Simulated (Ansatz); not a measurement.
GeSiH5Cl2F: several calculations on one system

Part 1: Relaxation

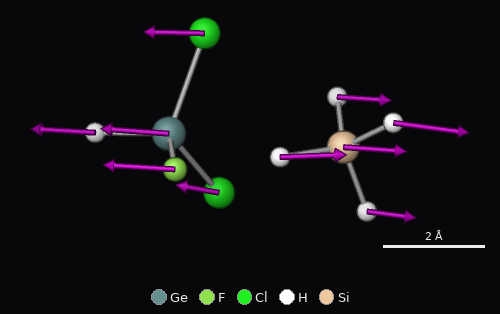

A relaxation of GeSiH5Cl2F. The starting structure is drawn; purple arrows show the displacements, 2 times their true length. The two geometries are superimposed by the best rigid fit.

A ball-and-stick model, seen at a tilt.

The run prepares an end point of a later path (reaction) calculation, from a guessed geometry.

The calculation used Ansatz 0.2.0, RHF/def2-SVP. (no spin polarisation; force threshold 0.03 eV/Å; at most 50 steps)

Q: What happened in the run?

A: The largest move after the best rigid fit is that of an H atom, 0.77 Å. Largest moves by element: H 0.77 Å, F 0.74 Å, Ge 0.70 Å, Si 0.65 Å, Cl 0.62 Å. Near-neighbour distances that change, for instance: Ge–Si 3.544 → 4.900 Å, H–Si 1.462 → 1.481 Å, F–Ge 1.694 → 1.706 Å, Cl–Ge 2.131 → 2.126 Å. Among the angles between lasting bonds that change: F–Ge–Cl 110.7° → 106.8°, H–Ge–Cl 108.1° → 111.8°, Cl–Ge–Cl 113.4° → 109.8°. The energy falls by 0.465 eV in 9 geometry steps. Largest force component: 0.83 eV/Å at the start, 0.023 eV/Å at the end.

Limits of the set-up: Hartree-Fock leaves out electron correlation.

Part 2: Relaxation

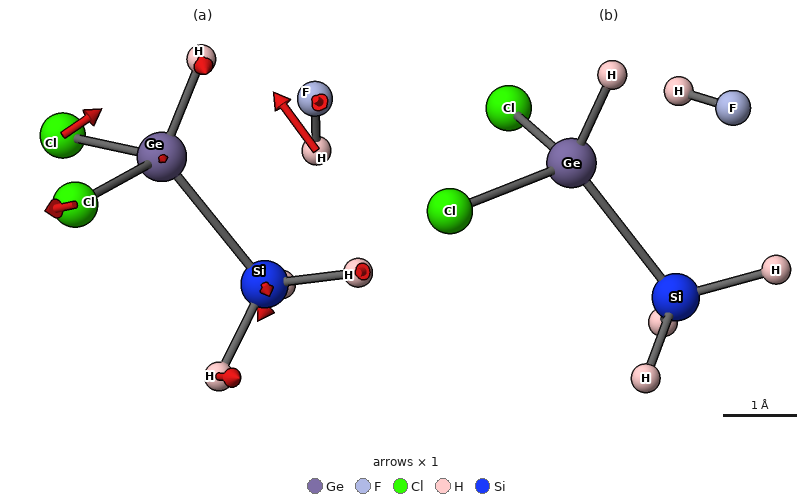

The structure of GeSiH₅Cl₂F before (left) and after (right) a relaxation, at one scale. The red arrows give the displacements, at their true length.

Style: ball-and-stick. Shown from a free direction.

The run prepares an end point of a later path (reaction) calculation, from a guessed geometry.

These are results of Ansatz, RHF/def2-SVP, not measurements. Settings: no spin polarisation; force threshold 0.03 eV/Å; at most 50 steps.

> Describe what moved and what it gained.

After 28 accepted moves (35 points after the start) the energy has fallen by 5.60 kcal/mol. The largest force component goes from 0.81 to 0.011 eV/Å. The line search rejected the trial steps at points 5, 9, 13, 16, 20, 28, 31 of the run. The forces were under the threshold at step 30, but the run went on from there. The atom that moves furthest after the best rigid fit is an H atom (1.04 Å). Largest moves by element: H 1.04 Å, Cl 0.69 Å, F 0.36 Å, Si 0.23 Å, Ge 0.12 Å. Near-neighbour distances that change, for instance: Ge–Si 2.337 → 2.412 Å, Cl–Ge 2.174 → 2.199 Å, Cl–Ge 2.179 → 2.169 Å, H–Si 1.484 → 1.476 Å. Bond angles that change, for instance: Cl–Ge–Si 106.9° → 110.1°, Cl–Ge–H 107.9° → 105.3°, H–Si–H 109.1° → 111.7°. Groups turn about Ge–Si by about 40°.

Limits of the set-up: Hartree-Fock leaves out electron correlation.

Part 3: Path

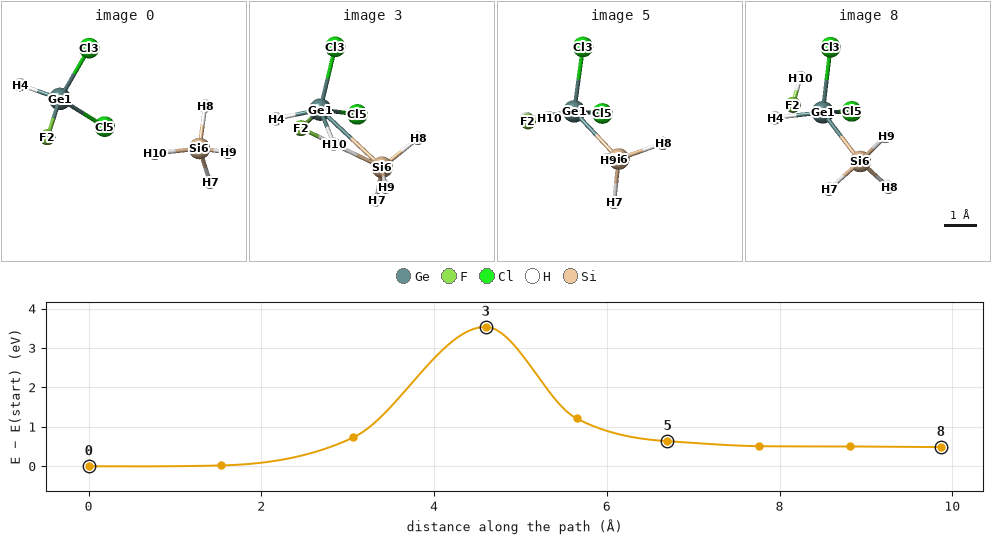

A search for the minimum-energy path of GeSiH₅Cl₂F, made up at the start of GeHCl$_{2}$F and SiH4 by the nudged elastic band. Images are numbered from 0 (start) to 8 (end). The picture is a ball-and-stick view, seen from a free direction.

All numbers below come from Ansatz, RHF/def2-SVP. Set-up: 7 movable images; climbing image; force threshold 0.03 eV/Å; iteration limit 60; starting path through a guess of the saddle point.

Q: What happens along the path, and what is the barrier?

A: The highest point, image 3, lies 3.54 eV above the start and 3.05 eV above the end; the end is at +0.49 eV relative to the start. Breaking: Ge1–F2 (1.71 → 2.02 at the top → 3.19 Å), Si6–H10 (1.48 → 1.78 at the top → 3.54 Å). Forming: F2–H10 (3.51 → 1.23 at the top → 0.91 Å), Ge1–Si6 (4.90 → 2.77 at the top → 2.41 Å). The band converged in 31 iterations. The largest component of the band force went from 59 to 0.026 eV/Å. The climbing image converged on the top of the path. Its vibrational analysis gives one imaginary mode (1779i cm⁻¹), as a transition state must have.

Limits of the set-up: the start holds two separate molecules, 3.5 Å apart at their closest, whose relative position is a soft coordinate and is computed without a dispersion correction; Hartree-Fock leaves out electron correlation.

The run took 9.5 min on 2 threads of Arm Neoverse V1, on a shared host, peak memory 0.36 GiB.
